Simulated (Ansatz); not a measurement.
# KPt: fixed spin moment

Aim: map the energy of KPt against its total spin moment, held by a constraint, beside free and non-magnetic runs and runs in a field. Methods of the runs shown: PAW.

Computed with Ansatz 0.2.0 (DFT, LDA, PAW with Ansatz's default frozen-core files, scalar-relativistic, unless a step's input says otherwise).

## (1) The starting structure

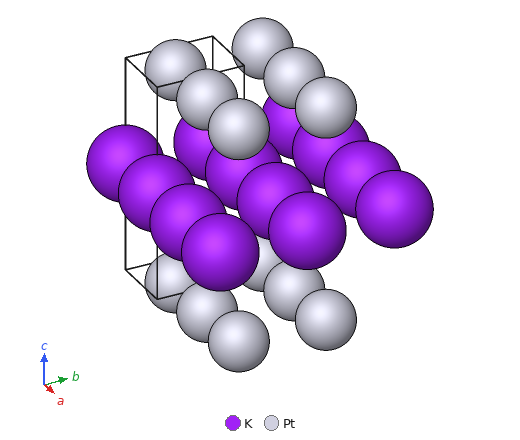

Start, viewed slightly off an axis; potassium purple, platinum light grey. 3×2×1 cells are drawn. Atoms on the faces are drawn again on the opposite ones.

As a file:

```cif
data_structure
_symmetry_space_group_name_H-M 'P 1'
_symmetry_Int_Tables_number 1
_cell_length_a 3.0008
_cell_length_b 3.0008
_cell_length_c 5.3456
_cell_angle_alpha 90.000
_cell_angle_beta 90.000
_cell_angle_gamma 120.000
_cell_volume 41.69
loop_
_atom_site_label
_atom_site_type_symbol
_atom_site_fract_x
_atom_site_fract_y
_atom_site_fract_z
_atom_site_occupancy
K1 K 0.00000 0.00000 0.50000 1
Pt1 Pt 0.66667 0.33333 0.00000 1
```

Atoms are numbered in the order of the input: K1, Pt2.

## (2) Free moments from the typed start, PAW

The input, input.yaml:

```yaml
crystal:
  lattice:
    - [3.0008472788, 0.0, 0.0]
    - [-1.5004236394, 2.5988099763, 0.0]
    - [0.0, 0.0, 5.345578]
  atoms:
    - { symbol: K, position: [0.0, 0.0, 0.5] }
    - { symbol: Pt, position: [0.6666666667, 0.3333333333, 0.0], spin: 0.6 }
magnetization:
  spin_polarized: true
kpoints:
  mp_grid: { grid: [11, 11, 6] }
scf:
  occupations: { method: fermi_dirac, width: 0.08 }
  lower_state_search: "off"
hamiltonian:
  xc: lda
  pseudopotentials: { kind: paw }
output:
  forces: true
  stress: true
  eigenvalues: true
  populations: true
  dos: { projected: true, de: 0.1, e_range: [-8, 5] }
  write_density: true
  write_potential: true
  elf: true
  volumetric_format: npy
```

Command:

```
$ ansatz run input.yaml --threads 1 --pin off --max-ram 3072MiB --backend cpu --events-out ev --progress --plain --runs-dir out
```

Standard output:

```text
Engine: ansatz 0.2.0
Pseudopotentials: kind: paw
Pseudopotential: K, paw, valence charge 9, recommended cutoff 420 eV (normal)
Pseudopotential: Pt, paw, valence charge 18, recommended cutoff 420 eV (normal)
Functional definition: SPW92
  exchange = slater_x
  correlation = pw_c
Crystal: 2 atoms, lattice volume = 41.688 Å³
Basis set: ecut = 420 eV, 785 PW (Γ)
Bands: 18, of which v1, the nominal top of the filled ones, is band 14 counted from 1 (13 counted from 0)
Symmetry: 12 space group operations
Space group: P-6m2 (ITA 187), of the structure as read, at distance tolerance 3.5e-5 Å
Magnetic group: BNS 187.209 (UNI 1439), of the structure as read, at distance tolerance 3.5e-5 Å
k-points: 64 of 726 (time reversal used)
Non-local potential: K, projectors of the file, l = 0: 3, l = 1: 2, l = 2: 2
Non-local potential: Pt, projectors of the file, l = 0: 3, l = 1: 2, l = 2: 2, l = 3: 1
PAW form: soft (Blöchl's): semilocal exchange-correlation on the pseudo side does not see the compensation charge
PAW frozen core: K, regenerated for the run's functional, and the local potential with it (the file was generated under x = pbe(κ = 0.804, μ = 0.2195149727645171), c = pbe(β = 0.06672455060314922))
PAW frozen core: Pt, regenerated for the run's functional, and the local potential with it (the file was generated under x = pbe(κ = 0.804, μ = 0.2195149727645171), c = pbe(β = 0.06672455060314922))
PAW one-centre angular grid: K, 110 points (default); XC on 64 Gauss nodes
PAW one-centre angular grid: Pt, 590 points (default); XC on 64 Gauss nodes
Initial density: superposition of atomic densities (chi_scale 0.1, normalization cell, long waves kept (reshape's long-wave potential 0.01 eV rms))
Starting moments: Σ|m| = 0.6 μB on 1 of 2 sites
Initial wavefunctions: pseudopotential atomic-orbital guess
Functional: x = slater, c = lda
SCF iter   1: F=—  HF=-13749.134967 eV  |F-HF|=—  |Δ(HF+E_count)|=         —  Δρ=1.57e-1 (↑1.57e-1 ↓1.36e-1)  dr2=1.08e2  dr2_m=7.69e-2  M=0.331 μB ∫|m|=0.338 μB  β_m=0.30  ethr=3.10e-3  ⟨swp⟩=6.9  Hψ=12993  notcnv=0
preconditioner: auto → Kerker (q_TF=auto, 2.538 Å⁻¹)  [metal: Δε(μ)=0.013 eV  Ē_g=10.164 eV  σ=0.080 eV  W_gap=0.04  n_scr=10 (ndim 8)  ℏωp=23.7 eV  f_vac=0.000  D(μ)=3.82/eV (n_scr^D=36)]
spin=Collinear: Kerker preconditioning applied to the charge; magnetization (m = ρ↑ − ρ↓) channel mixes plain (no charge-response kernel on spin).
SCF iter   2: F=—  HF=-13740.968783 eV  |F-HF|=—  |Δ(HF+E_count)|=    8.17e0  Δρ=2.81e-2 (↑2.81e-2 ↓2.20e-2)  dr2=1.88e0  dr2_m=7.09e-2  M=0.129 μB ∫|m|=0.175 μB  β_m=0.30  ethr=3.10e-3  ⟨swp⟩=2.8  Hψ=5750  notcnv=0
SCF iter   3: F=—  HF=-13740.826953 eV  |F-HF|=—  |Δ(HF+E_count)|=   1.42e-1  Δρ=1.77e-2 (↑1.55e-2 ↓1.77e-2)  dr2=4.53e-1  dr2_m=5.16e-2  M=0.063 μB ∫|m|=0.100 μB  β_m=0.30  ethr=3.10e-3  ⟨swp⟩=1.5  Hψ=3343  notcnv=0
SCF iter   4: F=—  HF=-13740.794914 eV  |F-HF|=—  |Δ(HF+E_count)|=   3.20e-2  Δρ=1.41e-2 (↑6.71e-3 ↓1.41e-2)  dr2=7.57e-2  dr2_m=3.17e-2  M=0.034 μB ∫|m|=0.072 μB  β_m=0.30  ethr=1.68e-3  ⟨swp⟩=2.5  Hψ=3818  notcnv=0  defer=2
SCF iter   5: F=—  HF=-13740.771613 eV  |F-HF|=—  |Δ(HF+E_count)|=   2.33e-2  Δρ=7.60e-3 (↑7.60e-3 ↓7.27e-3)  dr2=1.15e-2  dr2_m=1.79e-2  M=0.025 μB ∫|m|=0.055 μB  β_m=0.30  ethr=2.80e-4  ⟨swp⟩=2.2  Hψ=4693  notcnv=0  defer=2
SCF iter   6: F=—  HF=-13740.778663 eV  |F-HF|=—  |Δ(HF+E_count)|=   7.05e-3  Δρ=6.58e-3 (↑6.58e-3 ↓3.96e-3)  dr2=2.05e-2  dr2_m=1.02e-2  M=0.019 μB ∫|m|=0.043 μB  β_m=0.30  ethr=4.25e-5  ⟨swp⟩=2.2  Hψ=3789  notcnv=0  defer=2
SCF iter   7: F=—  HF=-13740.775837 eV  |F-HF|=—  |Δ(HF+E_count)|=   2.83e-3  Δρ=4.51e-3 (↑4.51e-3 ↓3.31e-3)  dr2=4.23e-3  dr2_m=5.67e-3  M=0.015 μB ∫|m|=0.034 μB  β_m=0.30  ethr=4.25e-5  ⟨swp⟩=1.6  Hψ=2406  notcnv=0  defer=2
Mixer restart at iter 7: flushing history
spin-set hold released at iteration 7 (site moments contracting): the magnetisation degrees of freedom join the quasi-Newton model from the next iteration; the mixer history was flushed
SCF iter   8: F=—  HF=-13740.776238 eV  |F-HF|=—  |Δ(HF+E_count)|=   4.01e-4  Δρ=3.18e-3 (↑3.18e-3 ↓2.70e-3)  dr2=2.15e-3  dr2_m=3.22e-3  M=0.011 μB ∫|m|=0.027 μB  β_m=0.65  ethr=1.57e-5  ⟨swp⟩=1.0  Hψ=2302  notcnv=0  defer=2
SCF iter   9: F=—  HF=-13740.776875 eV  |F-HF|=—  |Δ(HF+E_count)|=   6.37e-4  Δρ=4.95e-4 (↑4.95e-4 ↓2.88e-4)  dr2=4.52e-4  dr2_m=4.09e-5  M=0.001 μB ∫|m|=0.005 μB  β_m=0.66  ethr=7.95e-6  ⟨swp⟩=2.0  Hψ=3251  notcnv=0  defer=2
SCF iter  10: F=—  HF=-13740.776811 eV  |F-HF|=—  |Δ(HF+E_count)|=   6.44e-5  Δρ=1.79e-4 (↑1.42e-4 ↓1.79e-4)  dr2=1.36e-4  dr2_m=2.67e-6  M=-0.000 μB ∫|m|=0.001 μB  β_m=0.83  ethr=1.67e-6  ⟨swp⟩=1.0  Hψ=2330  notcnv=0  defer=2
SCF iter  11: F=—  HF=-13740.776764 eV  |F-HF|=—  |Δ(HF+E_count)|=   4.65e-5  Δρ=6.47e-5 (↑5.13e-5 ↓6.47e-5)  dr2=4.96e-6  dr2_m=1.04e-6  M=-0.000 μB ∫|m|=0.001 μB  β_m=0.92  ethr=5.04e-7  ⟨swp⟩=2.2  Hψ=2942  notcnv=0  defer=2
SCF iter  12: F=—  HF=-13740.776754 eV  |F-HF|=—  |Δ(HF+E_count)|=   1.04e-5  Δρ=1.90e-5 (↑1.90e-5 ↓7.67e-6)  dr2=1.68e-7  dr2_m=4.63e-8  M=-0.000 μB ∫|m|=0.000 μB  β_m=0.96  ethr=1.84e-8  ⟨swp⟩=2.2  Hψ=3222  notcnv=0  defer=2
iter 13 did not close the SCF: its close was put off for a magnetic moment that had not settled (scf_convergence_deferred on its scf_iter line)
SCF iter  13: F=-13740.776754 eV  HF=-13740.776754 eV  |F-HF|=2.91e-11  |Δ(HF+E_count)|=   1.45e-8  Δρ=1.46e-6 (↑1.46e-6 ↓1.36e-6)  dr2=1.67e-9  dr2_m=3.84e-10  M=-0.000 μB ∫|m|=0.000 μB  β_m=0.98  ethr=3.70e-10  ⟨swp⟩=8.1  Hψ=13882  notcnv=0
SCF iter  14: F=-13740.776754 eV  HF=-13740.776754 eV  |F-HF|=5.28e-11  |Δ(HF+E_count)|=  4.22e-10  Δρ=3.24e-7 (↑3.24e-7 ↓3.21e-7)  dr2=2.08e-10  dr2_m=1.43e-12  M=0.000 μB ∫|m|=0.000 μB  ethr=6.20e-12  ⟨swp⟩=4.2  Hψ=10261  notcnv=0
WARN: the starting moments were not kept: the SCF closed with an absolute magnetisation of 4.4e-7 μB, where they sum to 0.6 μB in size (1 site). That is at most 0.1 of that sum. Measured as dr2_m measures the in/out step, that magnetisation stands 6.6e-14 eV from none, at or under the dr2_threshold of 1.0e-7 eV: it is no larger than a step whose dr2_m would equal this threshold. The system may hold no moment; this SCF shows only that its start led to no more than that. To try another start: raise the starting moments (crystal.atoms[].spin, magnetization.per_species, magnetization.initial_magnetization, or on a non-collinear deck that types none of these the spinor_matrix: blocks that start its atoms; where the total moment is fixed, keep their sum and leave initial_magnetization as it is; typed ones take the place of any that the run laid by itself, positive ones on a crystal's lanthanoids without a Hubbard term where scf.initial_density.shell_occupations: [] is typed) or, if the notice of its spin-set hold's release reads "site moments contracting" or "site moments show no strong build", lengthen the hold (scf.mixing.spin_hold: { on: { confirm: 4 } }; for m-r²SCAN on two components see the key's manual first). Each may lead to a state that holds a moment. A second SCF, from the converged charge density, with the starting moments and any scf.initial_density.shell_occupations laid on it anew, would have followed, and was not run: the deck does not ask for one (magnetization.retry_lost_moments is false, the default). To let it run, set magnetization.retry_lost_moments: true and run the deck again, where that key's refused combinations let it; where memory then withholds it, that run's warning says so.
SCF 1 converged in 14 iterations: F = -13740.776754 eV  dr2 = 2.08e-10
SCF converged after 14 iterations
Magnetization: 0.0000 μB (13.5000 up, 13.5000 down)
Absolute magnetization: 0.0000 μB (∫|ρ↑−ρ↓|, with the PAW one-centre terms)
Spin contamination: 0.0000 ħ² per cell (⟨S²⟩ above its minimum at these occupations)
Per-site moments (μB) at R_I (Å): [(-1.416227597378652e-8, 1.2378495025006646), (3.08415575895634e-7, 1.2378495025006646)]
Free energy (F): -13740.776754 eV
Harris-Foulkes:  -13740.776754 eV  (|F-HF|=5.28e-11)
Internal energy: -13740.765638 eV  (E = F + TS)
E sigma→0 (E₀):  -13740.771196 eV
Entropy (-TS):   -0.011115 eV (-5.558 meV/atom)
Fermi energy:    12.775209 eV
--- Per-component energies (eV) ---
  E_band       = -342.908532
  E_kinetic    = 892.813016
  E_local      = -2730.289640  (includes V_loc(G=0)·N_el)
  E_nonlocal   = 223.865069
  E_hartree    = 1031.582750
  E_xc         = -392.885183
  E_vxc        = -465.639069  (∫ρ·V_xc dr)
  E_paw        = -9921.032822  (= ΣΔE_a)
  E_vpaw       = -326.823872  (= ΣTr[D̂ρ^β])
  E_aug_tail   = 0.000165  (compensation charges beyond the density's cutoff)
  E_ewald      = -2845.540363
  E_core_change = 0.721369  (= ΣΔE_core)
  E_smearing   = -0.011115  (= −TS)
  E_closure    = 0.000000  (closes the sum)
  Σ components = -13740.776754   (vs F -13740.776754, Δ=0.00e0)
--- Forces (eV/Å), atoms counted from 1 ---
  atom   1  K     -0.00000000     0.00000000     0.00000000
  atom   2  Pt    -0.00000000    -0.00000000     0.00000000
  max |Σ_I F_I| component: 5.49e-17 eV/Å
--- Stress (GPa, compression-positive) ---
       -7.667899      -0.000000       0.000000
        0.000000      -7.667899       0.000000
        0.000000       0.000000      -5.898386
  P = ⅓ Tr σ = -7.0781 GPa (-70.781 kbar)
--- Band table (eV; the first three rows and the last of 128) ---
  k-point 0 ↑: bands = ["-84.9084", "-38.9746", "-38.9746", "-38.9470", "-19.1205", "-2.5981", "-1.6248", "-1.6248", "6.3397", "9.4817", "10.4624", "10.4624", "11.8468", "11.8468", "14.4589", "14.5712", "18.4087", "18.4087"]
  k-point 1 ↑: bands = ["-84.9084", "-38.9746", "-38.9746", "-38.9470", "-19.1197", "-2.6232", "-1.6248", "-1.6248", "6.4809", "9.5855", "10.4588", "10.4588", "11.8458", "11.8458", "13.3860", "15.2223", "18.4417", "18.4417"]
  k-point 2 ↑: bands = ["-84.9084", "-38.9746", "-38.9746", "-38.9470", "-19.1181", "-2.6724", "-1.6250", "-1.6250", "6.7763", "9.9344", "10.4517", "10.4517", "11.8436", "11.8436", "12.1211", "15.5153", "18.5115", "18.5115"]
  k-point 63 ↓: bands = ["-84.9011", "-39.0903", "-39.0625", "-38.9276", "-18.5570", "-3.4625", "-3.0202", "-2.0278", "9.8392", "9.9257", "10.4136", "10.4389", "10.6640", "15.0464", "15.8949", "16.1039", "17.3828", "18.9180"]
--- Löwdin populations: 2 sites ---
  site symbol       q [e]    m [muB]
     0      K      8.3604     0.0000
     1     Pt     18.3924     0.0000
  spilling = 0.009154 (of n_electrons = 27.000000)
```

Wall time 18 s (1 thread of Arm Neoverse V1, shared host); peak memory 0.36 GiB.

Read from it: total moment 0.00 μB; site moments K1 0.00, Pt2 0.00 μB; pressure -7.08 GPa; no gap.

States per cell, counted by energy window (eV from the Fermi level, on a grid of 0.10 eV):

| from | to | total | Pt 5d | Pt 6s | K 4s |
| --- | --- | --- | --- | --- | --- |
| -7 | -6 | 0.02 | 0.00 | 0.01 | 0.01 |
| -6 | -5 | 0.25 | 0.04 | 0.16 | 0.04 |
| -5 | -4 | 0.88 | 0.48 | 0.32 | 0.05 |
| -4 | -3 | 1.34 | 1.15 | 0.14 | 0.03 |
| -3 | -2 | 4.63 | 4.02 | 0.34 | 0.12 |
| -2 | -1 | 2.91 | 2.71 | 0.08 | 0.04 |
| -1 | 0 | 0.91 | 0.79 | 0.05 | 0.04 |
| 0 | 1 | 0.66 | 0.33 | 0.09 | 0.12 |
| 1 | 2 | 1.10 | 0.18 | 0.14 | 0.28 |
| 2 | 3 | 1.59 | 0.10 | 0.17 | 0.16 |

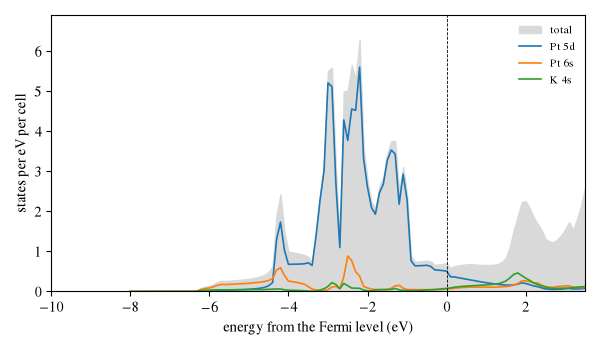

Density of states, total and projected.

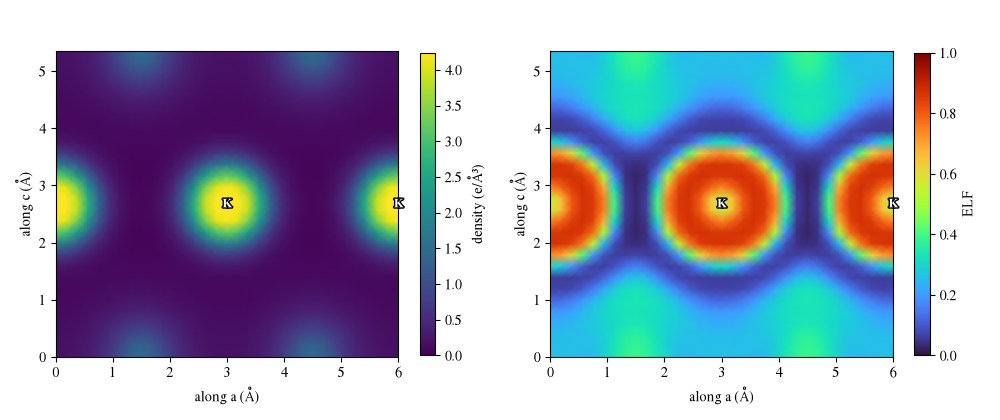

Density (left) and ELF (right) in a lattice plane of the grid's cell (edges 3.00 and 5.35 Å, at 0.000 of the third edge), which holds K. Only atoms in the plane are labelled. Both are smooth fields of the valence electrons: close to the nuclei they are not physical.

## (3) No spin polarisation, PAW

Edit input.yaml of step 2 so:

```diff
@@ -7,5 +7,3 @@
     - { symbol: K, position: [0.0, 0.0, 0.5] }
-    - { symbol: Pt, position: [0.6666666667, 0.3333333333, 0.0], spin: 0.6 }
-magnetization:
-  spin_polarized: true
+    - { symbol: Pt, position: [0.6666666667, 0.3333333333, 0.0] }
 kpoints:
@@ -24,5 +22 @@
   dos: { projected: true, de: 0.1, e_range: [-8, 5] }
-  write_density: true
-  write_potential: true
-  elf: true
-  volumetric_format: npy
```

Command:

```
$ ansatz run input.yaml --threads 1 --pin off --max-ram 3072MiB --backend cpu --events-out ev --progress --plain --runs-dir out
```

Standard output (excerpt; [...] marks lines left out):

```text
[...]
[... 4 set-up lines as earlier in the session ...]
[...]
Crystal: 2 atoms, lattice volume = 41.688 Å³
Basis set: ecut = 420 eV, 785 PW (Γ)
Bands: 18, of which v1, the nominal top of the filled ones, is band 14 counted from 1 (13 counted from 0)
[...]
        0.000000       0.000000      -5.898230
  P = ⅓ Tr σ = -7.0780 GPa (-70.780 kbar)
--- Band table (eV; the first three rows and the last of 64) ---
  k-point 0: bands = ["-84.9084", "-38.9746", "-38.9746", "-38.9469", "-19.1204", "-2.5981", "-1.6247", "-1.6247", "6.3397", "9.4817", "10.4624", "10.4624", "11.8469", "11.8469", "14.4589", "14.5712", "18.4088", "18.4088"]
[...]
--- Löwdin populations: 2 sites ---
  site symbol       q [e]
     0      K      8.3604
     1     Pt     18.3924
  spilling = 0.009154 (of n_electrons = 27.000000)
```

Wall time 5.2 s (1 thread of Arm Neoverse V1, shared host); peak memory 0.33 GiB.

In short: pressure -7.08 GPa; no gap.

States per cell in windows of 1 eV (zero at the Fermi level; grid of 0.10 eV, so sharp peaks spill over the borders):

```
from  to  total  Pt 5d  Pt 6s  K 4s
  -7  -6   0.02   0.00   0.01  0.01
  -6  -5   0.25   0.04   0.16  0.04
  -5  -4   0.88   0.48   0.32  0.05
  -4  -3   1.34   1.15   0.14  0.03
  -3  -2   4.63   4.02   0.34  0.12
  -2  -1   2.91   2.71   0.08  0.04
  -1   0   0.91   0.79   0.05  0.04
   0   1   0.66   0.33   0.09  0.12
   1   2   1.10   0.18   0.14  0.28
   2   3   1.59   0.10   0.17  0.16
```

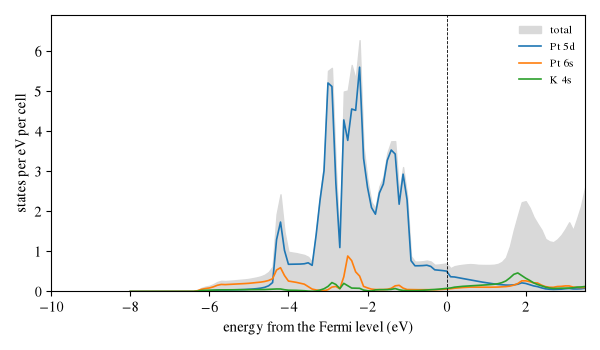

Density of states, total and projected.

## (4) Total moment held at 0 μB, PAW

Edit input.yaml of step 3 so:

```diff
@@ -8,2 +8,6 @@
     - { symbol: Pt, position: [0.6666666667, 0.3333333333, 0.0] }
+magnetization:
+  spin_polarized: true
+  initial_magnetization: 0.0
+  spin_locking: { lock_magnetization: hard }
 kpoints:
@@ -20,3 +24 @@
   eigenvalues: true
-  populations: true
-  dos: { projected: true, de: 0.1, e_range: [-8, 5] }
```

Command:

```
$ ansatz run input.yaml --threads 1 --pin off --max-ram 3072MiB --backend cpu --events-out ev --progress --plain --runs-dir out
```

Standard output (excerpt; [...] marks lines left out):

```text
Warning: output.stress: scf.convergence.dr2_threshold = 1e-7 eV (the SCF's general default) is looser than the 2e-10 eV advised for a printed stress (1e-10 eV for each atom of the cell: 2). What an SCF threshold leaves in a stress goes as its square root, and in the free energy as the [...]
[... 4 set-up lines as earlier in the session ...]
[...]
Crystal: 2 atoms, lattice volume = 41.688 Å³
[...]
--- Forces (eV/Å), atoms counted from 1 ---
  atom   1  K     -0.00000000     0.00000000     0.00000000
  atom   2  Pt    -0.00000000    -0.00000000     0.00000000
[...]
--- Stress (GPa, compression-positive) ---
       -7.667860       0.000000       0.000000
       -0.000000      -7.667860       0.000000
        0.000000       0.000000      -5.898534
  P = ⅓ Tr σ = -7.0781 GPa (-70.781 kbar)
--- Band table (eV; the first three rows and the last of 128) ---
  k-point 0 ↑: bands = ["-84.9085", "-38.9746", "-38.9746", "-38.9470", "-19.1205", "-2.5982", "-1.6248", "-1.6248", "6.3397", "9.4816", "10.4624", "10.4624", "11.8468", "11.8468", "14.4588", "14.5712", "18.4087", "18.4087"]
[...]
```

Run time: 6.5 s. Hardware: 1 thread of Arm Neoverse V1, shared host; peak memory 0.34 GiB.

Read from it: total moment 0.00 μB; site moments K1 0.00, Pt2 0.00 μB; pressure -7.08 GPa; no gap.

[end of part 1 of 3]
